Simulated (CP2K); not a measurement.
Consider methoxyacetaldehyde at its PBE geometry (Å).

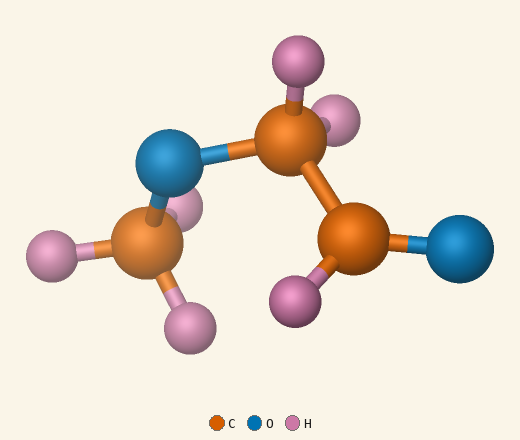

The molecule (carbon orange, oxygen blue, hydrogen pink).

```xyz
11

C    -1.4990    0.3678    0.0842
O    -0.5305   -0.2884    0.9100
C     0.7968    0.0564    0.5525
C     1.2614   -0.6836   -0.6884
O     2.2508   -0.3764   -1.3262
H    -1.4256    1.4650    0.1861
H    -2.4849    0.0353    0.4270
H    -1.3800    0.1031   -0.9815
H     1.4459   -0.2548    1.3878
H     0.9325    1.1446    0.4124
H     0.6326   -1.5690   -0.9638
```

Method: CP2K XAS_TDP, all-electron GAPW, PBEh(45%), aug-cc-pVDZ, TDA, no relativity.

Question: Where do the C K-edge lines lie, and how strong are they?

Leading lines: C1 284.66 eV, C3 285.36 eV and C4 281.46 eV. The leading line of an atom is its first one with 35 % of the strongest within 2.5 eV of its lowest line over the strength cut. 

The first six lines of each atom with a strength over 0.0015:

```tsv
atom	energy (eV)	states	strength, one atom
C1 (bonded to O and 3 H)	284.66	1	0.0198
	285.24	1	0.0190
	285.42	1	0.0055
	285.93	1	0.0231
	286.19	1	0.0176
	286.80	1	0.0025
C3 (bonded to C, O and 2 H)	283.85	1	0.0018
	285.36	1	0.0295
	286.01	1	0.0172
	286.23	1	0.0201
	287.09	1	0.0052
	287.41	1	0.0059
C4 (bonded to C, O and H)	281.46	1	0.0687
	286.80	1	0.0165
	287.85	1	0.0025
	288.41	1	0.0031
	288.63	1	0.0030
	288.86	1	0.0025
```

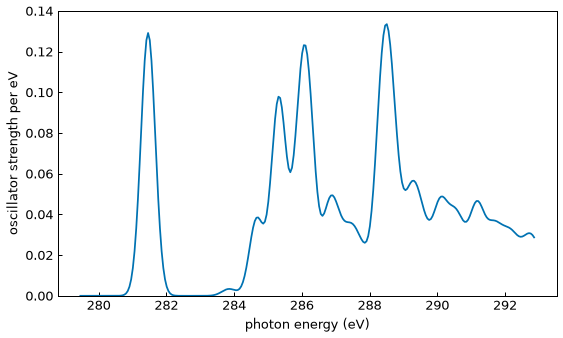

All atoms added, broadened by 0.5 eV.

Lines are vertical, at one geometry, with no vibrational structure. Without a correction of the core level, line positions, and the gaps between valence and Rydberg lines, follow the share of exact exchange. At this level such K lines come out 3 to 6 eV under measured ones. These values hold no scalar relativity, about 0.1 eV for C 1s. Rydberg lines, and the discretised continuum above threshold, depend on the basis and the box.

[Banner, clock and machine lines of the logs are left out without a mark of their own.]

[Logs are printed without paths, hosts, clocks, repeated set-up lines and the standing remarks that a program may print on its own settings, such as how far it seeks lower states.]

[Hosts, paths, dates, database ids (printed as entryN), source tags and the programs' standing remarks are cut or masked in the printed files.]
